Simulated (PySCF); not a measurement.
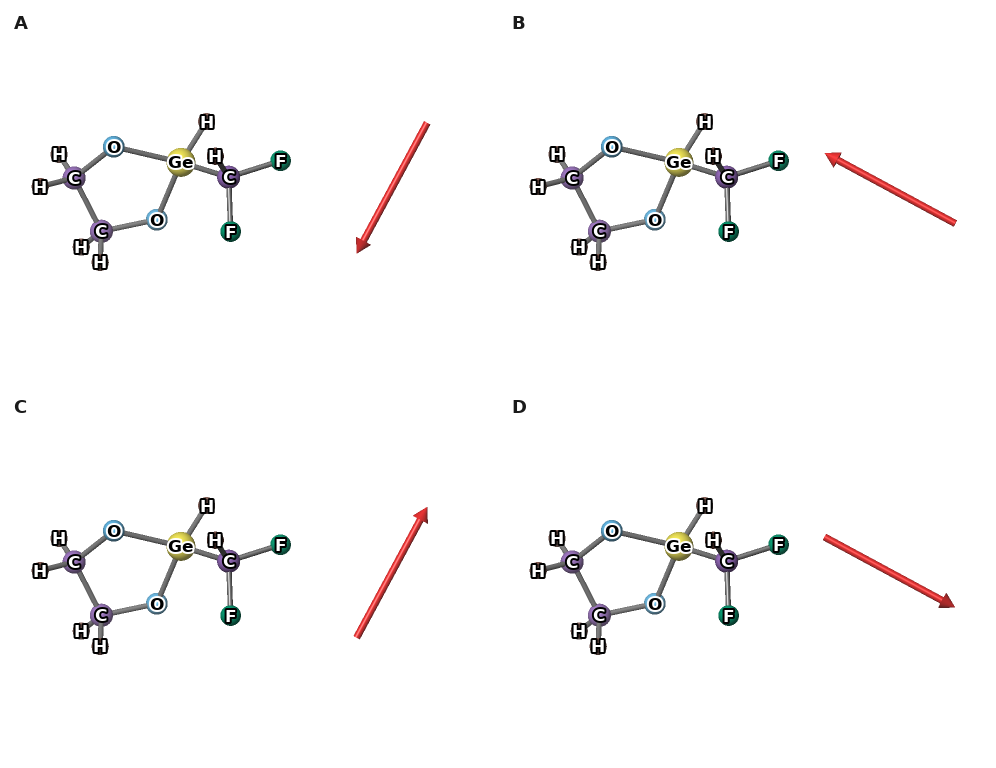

The same molecule four times, each with an arrow. The computed structure is the end point of a GFN2-xTB optimisation. No frequency run is at hand to confirm it as a minimum. Properties computed with B3LYP/def2-SVPD, gas phase (PySCF 2.14.0).

Which arrow points along the dipole moment, from the negative to the positive end?

Answer. B. The dipole moment is 1.90 D.

The geometry is semi-empirical. Around Ge such bond lengths and angles can be off by a tenth of an ångström or more and by several degrees, and values that hang on the shape move with them.
